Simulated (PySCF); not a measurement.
**SiF₄ (SMILES F[Si](F)(F)[F+]) (charge +1, doublet): density, localisation and related maps**

Input

```
{"job": {"kind": "sp", "xc": "wB97X", "basis": "ma-def2-TZVP", "d3": "d3bj", "grid": 2}, "charge": 1, "multiplicity": 2}
F      1.503799     0.063565     0.082700
Si    -0.151401    -0.155477    -0.007686
F      0.085266     1.491916    -0.179245
F     -0.790165    -0.540595     1.347728
F     -0.607194    -0.846909    -1.314390
```

Command:

```sh
OMP_NUM_THREADS=1 python redox_run.py task.json out
```

Geometry: PBE0-D3(BJ)/def2-SVP.

The calculation used DFT single point, gas phase, functional wB97X in PySCF.

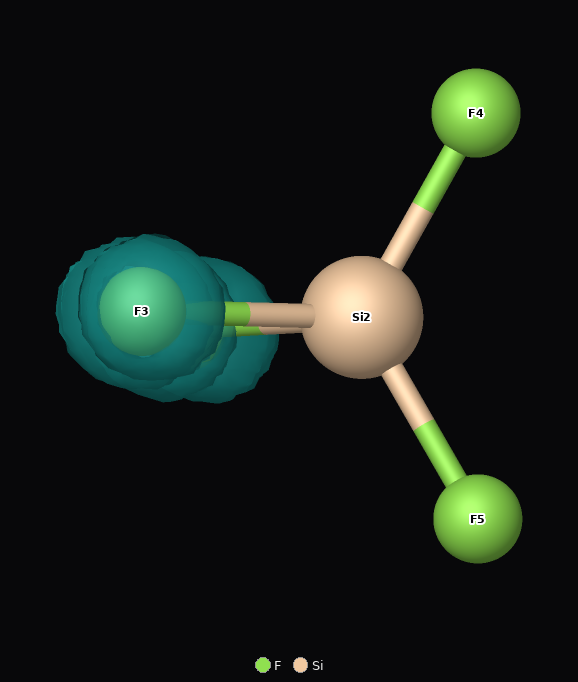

Figure 1. Isosurfaces of the spin density (α minus β) at +0.15 (teal) and −0.15 e/Å³ (pink), seen across its widest extent.

### Which atoms carry the spin?

The unpaired spin (1 electron) lies mostly on F1 (about 0.5) and F3 (about 0.5), in electrons by Hirshfeld's partition. Only one sign reaches the isovalue.

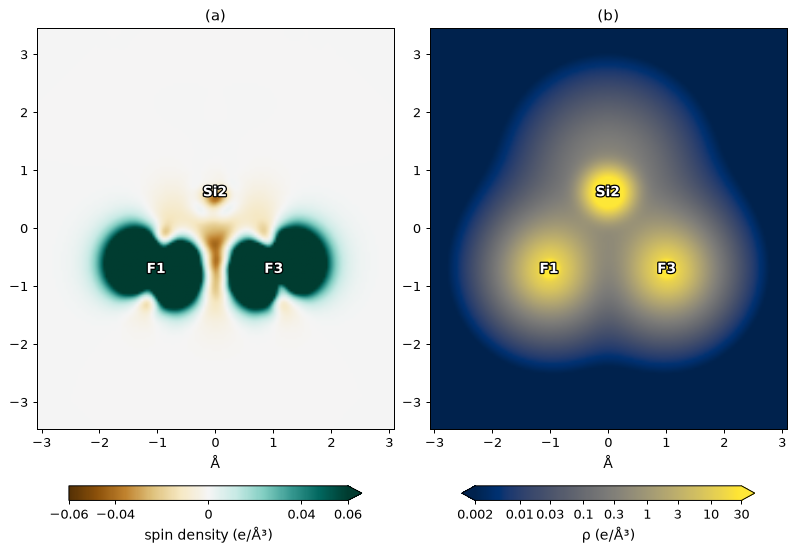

Figure 2. (a) spin density; (b) electron density on the plane of atoms F1, Si2 and F3.

### Read the bonding off the picture.

Atoms in the plane: F and Si. Si–F (1.67 Å): the density is about 0.99 e/Å³ at the midpoint.
